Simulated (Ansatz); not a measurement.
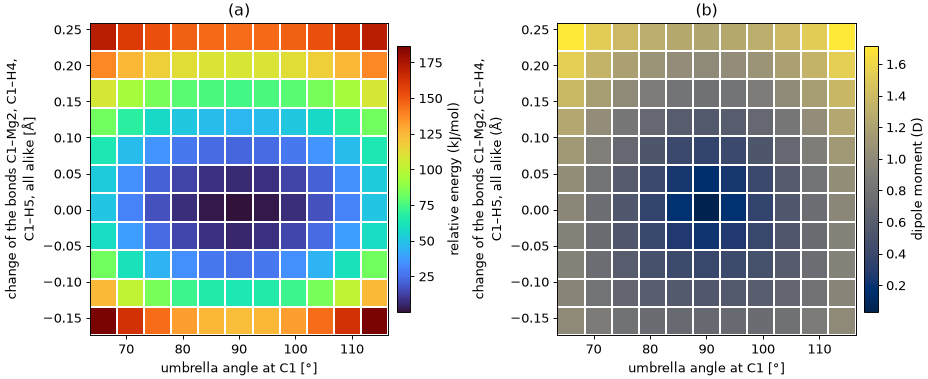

C2H5Mg, SMILES [CH2][Mg][CH3], spin multiplicity 2. The first coordinate is: umbrella angle at C1 (between each of its bonds and their common axis; 90 is planar); the second: change of the bonds C1–Mg2, C1–H4, C1–H5, all alike. Nothing is relaxed (all other coordinates rigid). Grid: 11 × 11 points. Points are written as (first, second). Energies are in kJ/mol, from the relaxed molecule at the same level. Theory: Ansatz, UKS PBE0-D4/def2-TZVP.

Panel (a) is the energy and panel (b) the computed dipole moment on the same grid.

Drawn: one coloured cell a grid point.

Question: How does the dipole moment vary over the map, and what is it at the lowest grid point?

Answer: Leaving out the highest fifth of the energies, it runs from 0.03 D at (90.0°, 0.003 Å) to 1.38 D at (66.0°, 0.161 Å). At the lowest grid point, (90.0°, 0.003 Å), it is 0.03 D.
